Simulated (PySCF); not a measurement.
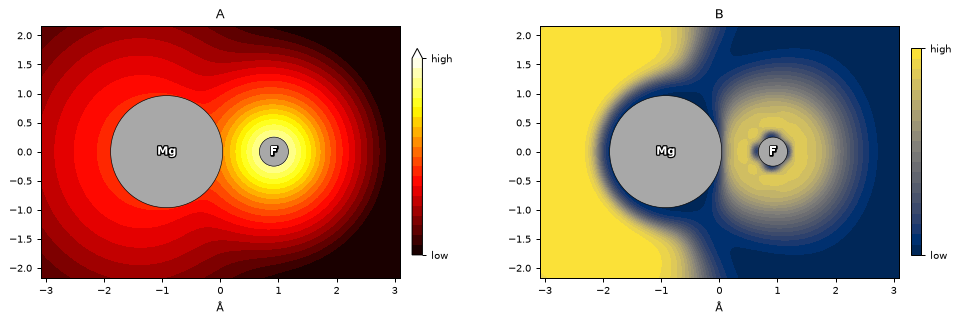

MgF (charge −1): 2 fields on a plane that holds the molecular axis, with unlabelled colour scales. Grey discs cover the atomic cores.

The calculation used PBE0/aug-cc-pVDZ(-PP), non-relativistic Hamiltonian with scalar-relativistic core potentials where named, at a bond length of 1.845 Å (PySCF 2.14.0).

The panels show electron density and electron localisation function in some order. Assign them.

Answer. Panel A: electron density. Panel B: electron localisation function. From the grid: Mg–F (1.84 Å): the density is about 0.47 e/Å³ at the midpoint; the ELF peaks at about 0.85 in the valence shell of F, 0.6 Å from its nucleus, and is about 0.15 at the midpoint; an ionic contact with no shared pair.
